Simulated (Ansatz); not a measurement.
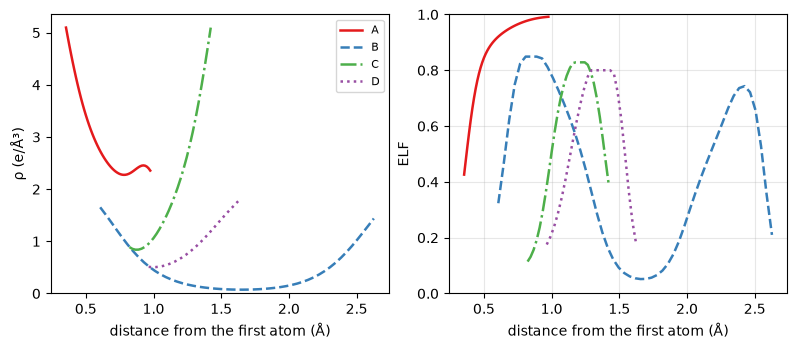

ClHOZn···Cl (doublet). Electron density and electron localisation function along straight lines between neighbouring atoms. The curves leave out the atomic cores.

Not at a stationary point (largest force 1.1 eV/Å).

All numbers below come from Ansatz, UKS PBE-D4/def2-SVP.

```csv
atom,x (Å),y (Å),z (Å)
Zn,0.0268,-0.0966,-0.0542
Cl,0.0161,-0.0578,2.1489
O,-0.0021,0.0076,-1.8292
H,0.2345,-0.8445,-2.2421
Cl,-0.0205,0.0739,5.3795
```

### Which curve belongs to which contact (Cl–Cl, O–H, Zn–Cl and Zn–O)? The first atom named is at distance zero.

Curve A: O–H (0.98 Å): ρ at the midpoint is about 3.5 e/Å³; the ELF climbs to about 1 towards the hydrogen, as it does in any bond to H: an ordinary covalent bond to hydrogen. Curve B: Cl2···Cl5 (3.23 Å): the density falls to about 0.07 e/Å³ on the way; the ELF dips to about 0.05 between them; a weak contact between the two molecules. Curve C: Zn–O (1.78 Å): the density is about 0.84 e/Å³ at the midpoint; the ELF peaks at about 0.85 in the valence shell of O, 0.6 Å from its nucleus, and is about 0.20 at the midpoint. Curve D: Zn–Cl (2.20 Å): ρ at the midpoint is about 0.55 e/Å³; the ELF peaks at about 0.80 in the valence shell of Cl, 0.9 Å from its nucleus, and is about 0.40 at the midpoint.
